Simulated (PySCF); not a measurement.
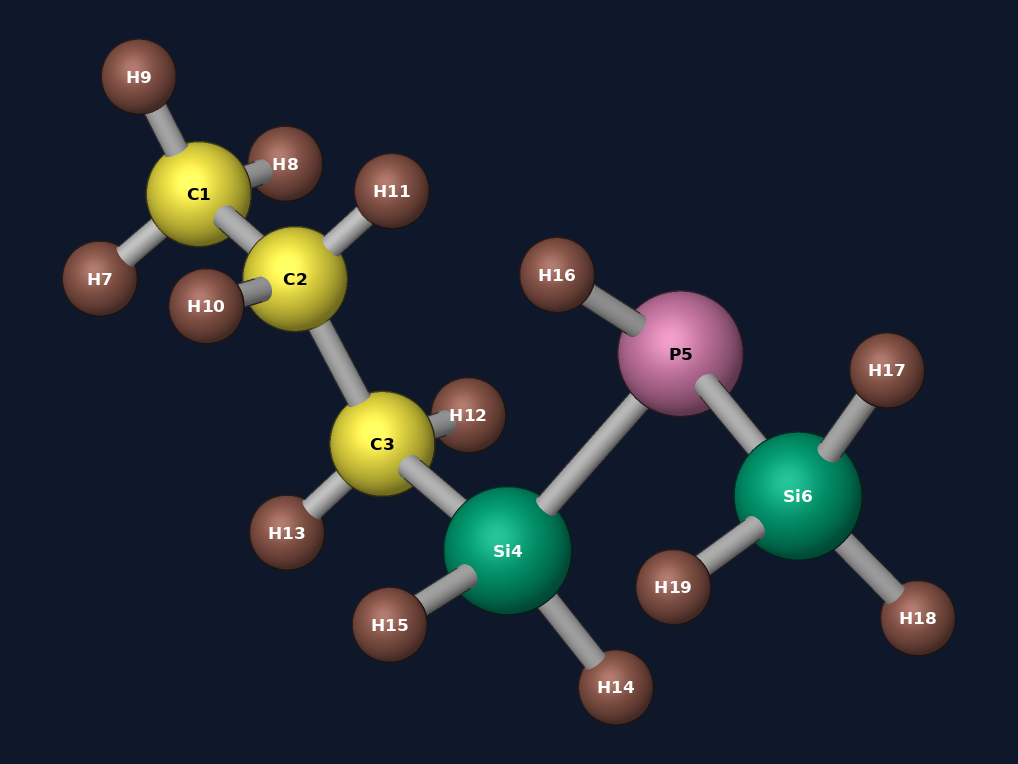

Geometry: an end point of a reaction path computed with GFN2-xTB. Method: GIAO PBE0/pcSseg-1 NMR shielding, non-relativistic, gas phase (PySCF 2.14.0). Principal shieldings σ11 ≤ σ22 ≤ σ33, span Ω = σ33 − σ11, skew κ = 3(σiso − σ22)/Ω.

Give the shielding tensors of the P atoms.

```json
{"atom": "P5", "σ11": "602.1", "σ22": "625.4", "σ33": "731.6", "σiso": "653.1", "Ω": "129.5", "κ": "0.64"}
```

Shieldings and span in ppm.
